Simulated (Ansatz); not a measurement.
# Mg2+ TFSI- in diglyme and a fluorinated ether (TTE): a series in density

How do energy, pressure, forces, levels, charges and cost follow the density?

Computed with Ansatz 0.2.0: Kohn-Sham DFT, PBE+D3(BJ), PAW (set soft_2). Every run is a single point, with the atoms held where the recipe put them (cutoff of the plane-wave runs 420 eV, fixed occupations).

First member: 1 diglyme, 4 a fluorinated ether (TTE), 1 Mg2+, 2 TFSI- placed at random, at 1.42 g/cm³; overlaps pushed apart, then 10 ps at 550 K with divalent ions of Li, Roberts, Chakravorty and Merz (J. Chem. Theory Comput. 9, 2733 (2013)); MMFF94 bonds, angles, torsions, charges and radii (Halgren, J. Comput. Chem. 17, 490 (1996)) in harmonic and 12-6 forms; charges of ions scaled by 0.8. Snapshot after 30 ps at 300 K and fixed volume.

Last member: 1 diglyme, 4 a fluorinated ether (TTE), 1 Mg2+, 2 TFSI- placed at random, at 1.89 g/cm³; overlaps pushed apart, then 10 ps at 550 K with divalent ions of Li, Roberts, Chakravorty and Merz (J. Chem. Theory Comput. 9, 2733 (2013)); MMFF94 bonds, angles, torsions, charges and radii (Halgren, J. Comput. Chem. 17, 490 (1996)) in harmonic and 12-6 forms; charges of ions scaled by 0.8. Snapshot after 30 ps at 300 K and fixed volume.

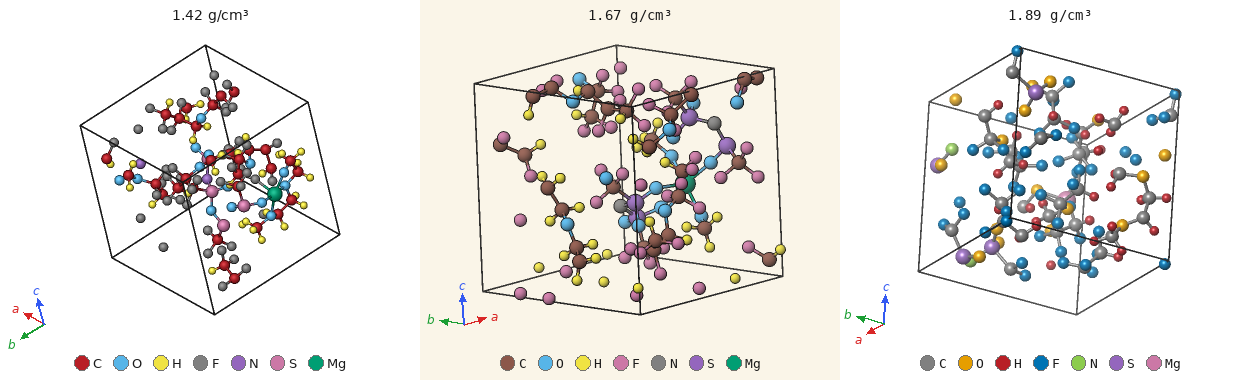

Three members of the series, labelled by density. Bonds to atoms that aren't drawn are left out. Some periodic images of atoms are drawn too.

The members:

```csv
density (g/cm³),reduced formula,atoms,valence electrons,k-mesh,basis,density (g/cm³)
1.419,MgH30C30S4N2O15F44,126,592,1×1×1,plane waves,1.42
1.498,MgH30C30S4N2O15F44,126,592,1×1×1,plane waves,1.50
1.577,MgH30C30S4N2O15F44,126,592,1×1×1,plane waves,1.58
1.672,MgH30C30S4N2O15F44,126,592,1×1×1,plane waves,1.67
1.766,MgH30C30S4N2O15F44,126,592,1×1×1,plane waves,1.77
1.892,MgH30C30S4N2O15F44,126,592,1×1×1,plane waves,1.89
```

Each cell is one sample from a classical run, so sample-to-sample scatter enters every column; pressures lack the kinetic term, and hold the strain of bonds inside molecules, whose lengths the classical model set.

The input of the first member, without its atom lines; other members have their own cell and atoms, and may differ in mesh, basis and outputs:

```yaml
crystal:
  lattice:
    - [12.44488, 0.0, 0.0]
    - [0.0, 12.44488, 0.0]
    - [0.0, 0.0, 12.44488]
  atoms:
    [... 126 lines ...]
kpoints:
  mp_grid: { grid: [1, 1, 1] }
hamiltonian:
  xc: pbe
  dispersion: d3bj
scf:
  occupations: { method: fixed }
output:
  forces: true
  stress: true
  populations: true
  dos:
    method: { smearing: { sigma: 0.08 } }
    de: 0.1
    projected: { site_lists: { C: [C], F: [F], H: [H], Mg: [Mg], "N": ["N"] } }
  eigenvalues: true
  write_density: true
  write_potential: true
  volumetric_format: npy
```

Results; charges are mean Löwdin charges in e:

```csv
density (g/cm³),energy less the first member's (meV/atom),pressure (GPa),r.m.s. force (eV/Å),gap (eV),q(N),q(S),q(Mg)
1.419,0.0,1.03,0.905,5.37,-0.87,+2.21,+1.63
1.498,-1.4,1.66,1.01,5.40,-0.85,+2.21,+1.62
1.577,8.9,2.25,1.07,4.85,-0.86,+2.21,+1.64
1.672,1.9,2.72,0.967,4.85,-0.86,+2.20,+1.62
1.766,1.2,0.950,1.03,4.12,-0.82,+2.17,+1.62
1.892,19.0,3.02,0.923,4.34,-0.82,+2.19,+1.64
```

The gap is that between the highest filled and lowest empty Kohn-Sham level on the run's k-points, and semilocal functionals tend to put gaps under measured ones. Atoms aren't relaxed at this level, so pressure against density here is no equation of state. The projection misses up to 0.057 e an atom, so the charges add up to more than the cell's charge.

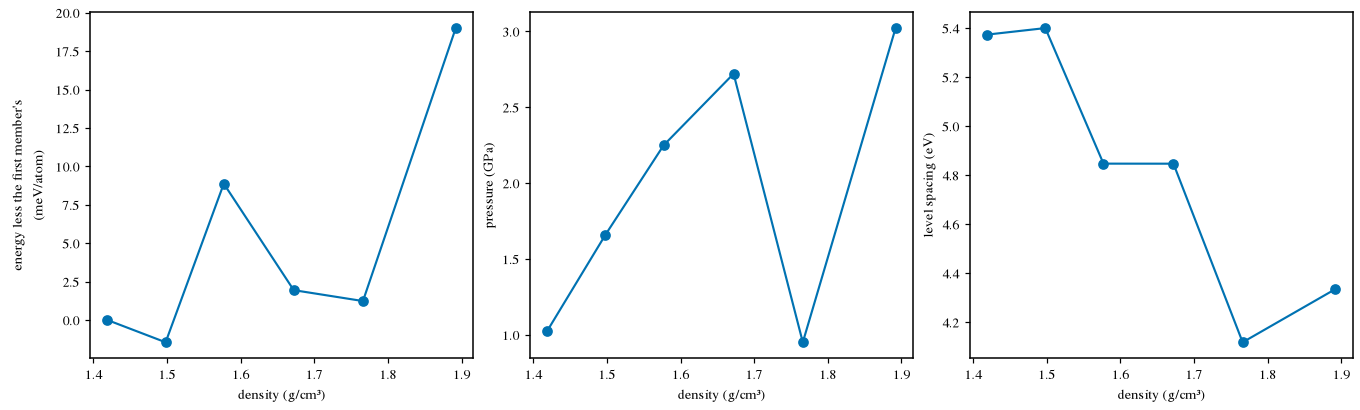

Results against density.

Cost on 8 threads of Arm Neoverse V2, shared host:

```csv
density (g/cm³),atoms,basis,k-mesh,SCF cycles,time,host memory (GiB)
1.419,126,plane waves,1×1×1,9,15 s,2.7
1.498,126,plane waves,1×1×1,11,16 s,2.6
1.577,126,plane waves,1×1×1,9,14 s,2.4
1.672,126,plane waves,1×1×1,11,15 s,2.3
1.766,126,plane waves,1×1×1,11,13 s,2.2
1.892,126,plane waves,1×1×1,11,13 s,2.1
```

Times include the outputs that each run asked for, on hosts shared with other jobs.

What the series shows: The energy against the first member is lowest at 1.50 g/cm³ (-1.4 meV/atom) and highest at 1.89 g/cm³ (19.0 meV/atom); each member is a single configuration. The gap is lowest at 1.77 g/cm³ (4.12 eV) and highest at 1.50 g/cm³ (5.4 eV), falling overall but not at every step; in single samples it varies with the configuration. The mean charge on N lies between -0.87 and -0.82 e, rising overall but not at every step. The pressure is lowest at 1.77 g/cm³ (0.95 GPa) and highest at 1.89 g/cm³ (3 GPa), with no steady trend.

Caveats: The network of contacts between molecules at the start is that of the classical potential that made the cell, and needn't be the one that DFT or experiment would give. The cells aren't relaxed by DFT, which could reorder their energies.

[Logs are printed without paths, hosts, clocks, repeated set-up lines and the standing remarks that a program may print on its own settings, such as how far it seeks lower states.]

[Hosts, paths, dates, database ids (printed as entryN), source tags and the programs' standing remarks are cut or masked in the printed files.]

[The MMFF94 radii named for the starting cell were scaled by 0.96; in molecules described by MMFF94, hydrogen bound to N, O or S took a small fixed 12-6 site in their place.]
